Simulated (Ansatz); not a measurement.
**Fields on a plane of Al2O3 (corundum)**

```
Al2O3
1.0
    2.38658     1.37789     4.33779
   -2.38658     1.37789     4.33779
    0.00000    -2.75579     4.33779
Al O
4 6
Direct
  0.35203   0.35203   0.35203
  0.14797   0.14797   0.14797
  0.64797   0.64797   0.64797
  0.85203   0.85203   0.85203
  0.55585   0.94415   0.25000
  0.25000   0.55585   0.94415
  0.94415   0.25000   0.55585
  0.44415   0.05585   0.75000
  0.75000   0.44415   0.05585
  0.05585   0.75000   0.44415
```

The slice is a (1 -1 0 2) plane (indices of the conventional cell) through the point (0.056, 0.750, 0.444) (fractional), spanned by u = [1 0 -1] and v = [010] in vectors of this cell: u (4.77 Å) and v (5.14 Å, at 90° to u). It covers one period; positions are fractions (u, v).

Atoms on it: O at (0.89, 0.50); O at (0.00, 0.00). Other atoms lie within 1 Å of the plane.

Method: PBEsol (plane waves to 420 eV, PAW, scalar-relativistic; Ansatz, an electronic-structure program). k mesh 8×8×8. Inside the PAW spheres the values are not all-electron values, and peaks at nuclei hang on which shells count as valence. Al2O3 was relaxed with its symmetry unable to fall. The PAW data are Ansatz's earlier set.

```
|xxxx99995511000000001111111111449999xx|
|99999988440000001122334433221133889999|
|99998866220000001122446666220022557788|
|55554422000011111122446655220000112233|
|11110000113333221111223322000000111111|
|22110000226655331111111100002244554433|
|77441111336666442211000000226688999988|
|99773311224444332211000011558899999999|
|99884411111111110000000011669999xxxxxx|
|99994411111111000000000011669999xxxxxx|
|99884411111111110000000011669999xxxxxx|
|99773311224444332211000011558899999999|
|77441111336666442211000000226688999988|
|22110000226655331111111100002244554433|
|11110000113333221111223322000000111111|
|55554422000011111122446655220000112233|
|99998866220000001122446666220022557788|
|99999988440000001122334433221133889999|
|xxxx99995511000000001111111111449999xx|
|xxxx99996611000000000011111111559999xx|
```
Scale: ten equal steps from 0.04 (start of '0') to 0.83 (end of '9'), in the order '0123456789'. Values: electron localisation function (ELF). The map has 19 points along u (two characters each, u = 0 at the left) and 20 along v (v = 0 in the bottom row). Points within 0.4 Å of a nucleus are blanked (x), as the pseudised field means little there.

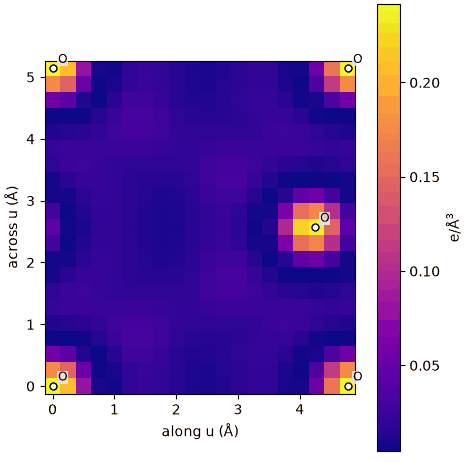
Figure: Density of the lowest conduction band (whole band as if filled, smooth part) in e/Å³, one period of the plane, atoms marked.
